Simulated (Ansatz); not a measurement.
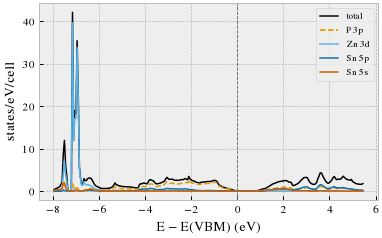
*Total and projected density of states of ZnSnP$_{2}$ in space group P-4m2 (No. 115; Zn on 1a, Sn on 1c, P on 2g), LDA in the plane-wave PAW code Ansatz*

Which orbitals carry the states next to the gap?

Top 1 eV of the valence band: P 3p 83 %, Sn 5p 6 %. Bottom 1 eV of the conduction band: P 3p 36 %, Sn 5s 22 %, Sn 5p 20 %, P 3s 11 %, outside the projected shells 9 %. Projections are on Löwdin-orthogonalised atomic valence shells; empty p or d shells of many metals are not among them.

Where is the tallest occupied peak in this window, and what makes it?

Near -7.1 eV, about 42 states/eV per cell; the largest projected share is Zn 3d.

The workflow started from a Materials Project entry (that database holds measured and hypothetical structures alike); the Crystallography Open Database copy checked does not list it. Its standing as an ambient phase is unchecked. The LDA relaxation kept the symmetry of its start; its stability against distortions is not shown here. Spin–orbit coupling is left out wherever it is not named.

Potentials: the later of the program's two PAW sets.
